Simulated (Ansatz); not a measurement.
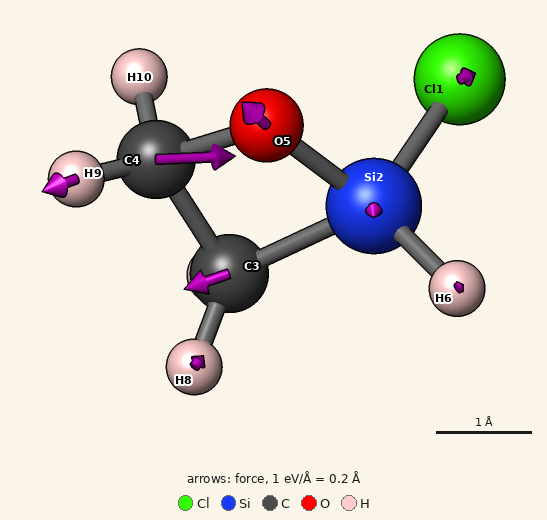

Starting geometry of C2H5ClOSi (coarse preliminary run) with the computed forces as purple arrows. A ball-and-stick model, seen face on.

The start comes from a force field.

All numbers below come from RKS PBE-D4/def2-SVP (Ansatz). (force threshold 0.03 eV/Å; at most 200 steps)

Q: Is this structure relaxed? If not, where do the atoms go?

A: It isn't relaxed: the largest force vector, on a C atom, is 4.45 eV/Å. The final displacements have little in common with the starting forces (cosine between the two patterns 0.18). After 8 accepted moves (9 points after the start) the energy has fallen by 48.7 kJ/mol. Largest force component: 4.4 eV/Å at the start, 0.011 eV/Å at the end. The line search rejected the trial step at point 7 of the run. The Cl atom moves most after the best rigid fit: 0.48 Å. By element the largest moves are Cl 0.48 Å, H 0.34 Å, O 0.25 Å, C 0.10 Å, Si 0.06 Å. Some distances before and after: C–H 1.046 → 1.111 Å, C–Si 1.827 → 1.888 Å, Cl–Si 2.031 → 2.079 Å, O–Si 1.653 → 1.698 Å. Bond angles that change, for instance: Cl–Si–H 117.8° → 106.1°, C–C–O 93.7° → 102.4°, Cl–Si–O 106.4° → 113.9°. Cost: 13 s on 4 threads of Arm Neoverse V1, with other jobs on the host.
